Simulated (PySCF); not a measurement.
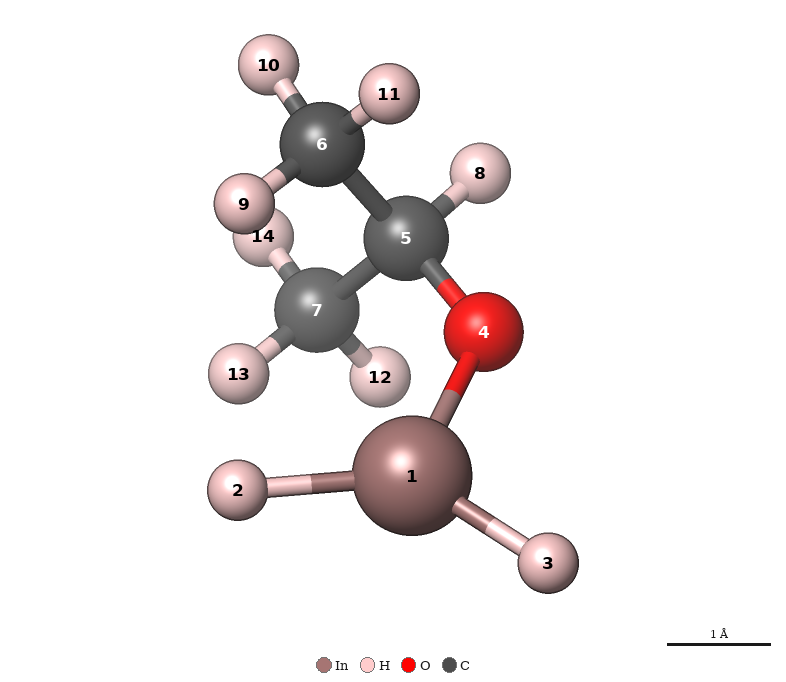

Orthographic view. Distant atoms are faded towards the background colour. Computed geometry: PBE0-D3(BJ)/def2-SVP optimisation. No frequency run is at hand to confirm it as a minimum.

List the bonded neighbours of every atom.

In1: H2, H3, O4
O4: In1, C5
C5: O4, C6, C7, H8
C6: C5, H9, H10, H11
C7: C5, H12, H13, H14
(terminal hydrogens appear only as neighbours)
